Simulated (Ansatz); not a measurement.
CoSi3

```xyz
16
Lattice="5.8967 0.0000 0.0000 0.0000 5.8967 0.0000 0.0000 0.0000 5.8967" Properties=species:S:1:pos:R:3 pbc="T T T"
Si    1.4742    1.4742    1.4742
Si    4.4225    4.4225    1.4742
Si    4.4225    1.4742    4.4225
Si    1.4742    4.4225    4.4225
Si    4.4225    1.4742    1.4742
Si    1.4742    4.4225    1.4742
Si    1.4742    1.4742    4.4225
Si    4.4225    4.4225    4.4225
Si    2.9483    0.0000    0.0000
Si    0.0000    2.9483    0.0000
Si    0.0000    0.0000    2.9483
Si    2.9483    2.9483    2.9483
Co    0.0000    0.0000    0.0000
Co    2.9483    2.9483    0.0000
Co    2.9483    0.0000    2.9483
Co    0.0000    2.9483    2.9483
```

Space group Fm-3m; started from the BiF3 (D0_3) prototype, which need not be the ambient phase; computed pressure about −6 GPa in this cell; computed without spin polarisation.

All numbers below come from DFT r2SCAN, scalar-relativistic, plane waves, PAW in Ansatz 0.2.0.

What will maps of the valence pseudo-density and electron localisation function show?

Answer. Si–Si (2.55 Å): the density is about 0.34 e/Å³ at the midpoint; the ELF peaks at about 0.65 between the atoms.
Co–Si (2.55 Å): the density is about 0.34 e/Å³ at the midpoint; the ELF peaks at about 0.75 in the valence shell of Si, 0.9 Å from its nucleus, and is about 0.50 at the midpoint.
Co–Si (2.95 Å): ρ at the midpoint is about 0.23 e/Å³; the ELF peaks at about 0.65 in the valence shell of Si, 0.9 Å from its nucleus, and drops to about 0.15 between the two atoms.

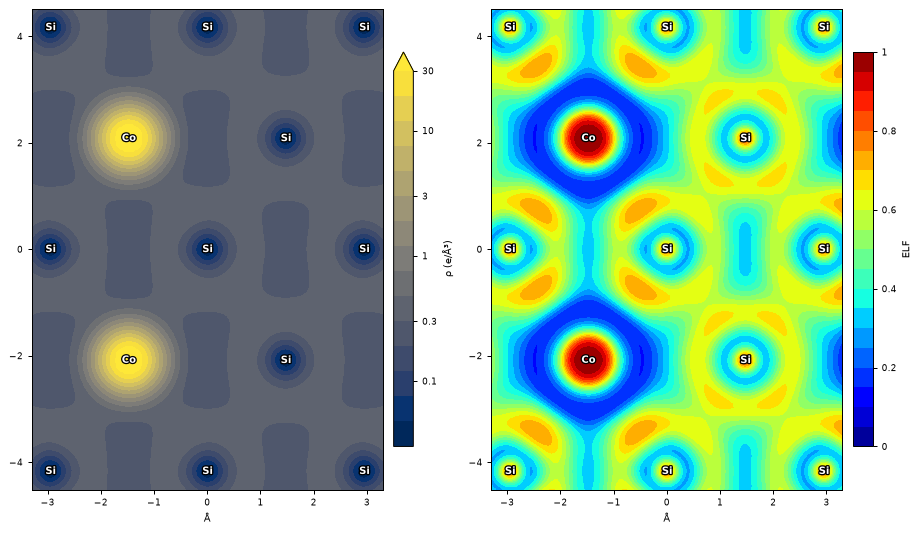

Computed valence pseudo-density and electron localisation function on the (110) plane of the conventional cell, in this order. 

In a PAW calculation such maps are meaningful between the atoms, not at the nuclei.
